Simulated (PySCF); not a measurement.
```yaml
atoms:
  - { symbol: F, position_ang: [-2.8504, 1.4850, 0.7659] }
  - { symbol: C, position_ang: [-2.3959, 0.2591, 0.7770] }
  - { symbol: F, position_ang: [-3.1302, -0.5222, 1.5175] }
  - { symbol: C, position_ang: [-1.3077, -0.1228, 0.1001] }
  - { symbol: F, position_ang: [-0.9336, -1.4149, 0.2108] }
  - { symbol: Si, position_ang: [-0.1876, 0.9667, -0.9347] }
  - { symbol: S, position_ang: [1.6867, 1.2630, 0.0608] }
  - { symbol: Si, position_ang: [2.3519, -0.7887, 0.1891] }
  - { symbol: H, position_ang: [-0.8139, 2.3037, -1.0984] }
  - { symbol: H, position_ang: [0.0158, 0.2774, -2.2404] }
  - { symbol: H, position_ang: [1.8286, -1.4519, 1.4161] }
  - { symbol: H, position_ang: [3.8395, -0.7341, 0.2465] }
  - { symbol: H, position_ang: [1.9044, -1.5373, -1.0217] }
```

Geometry: PBE0-D3(BJ)/def2-SVP.

The calculation used PBE0/pcSseg-1, SCF density, gas phase, non-relativistic (PySCF).

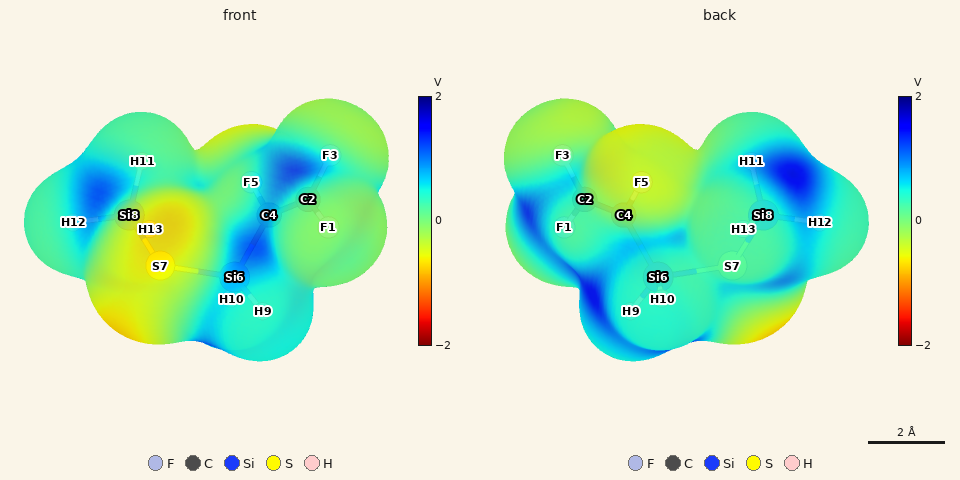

C$_{2}$H$_{5}$F$_{3}$SSi$_{2}$ (SMILES FC(F)=C(F)[SiH2]S[SiH3]). The electrostatic potential painted on the density surface at 0.002 e/bohr³, seen from the front and from behind; the colour scale runs from red (negative) to blue (positive).

Q: Where is the surface potential most negative and most positive?

A: The most negative region (about −0.7 V) lies over S7, the most positive (about +1.5 V) over Si6 and Si8.

Q: How polar is the molecule by this calculation?

A: Its dipole moment is 0.86 D.
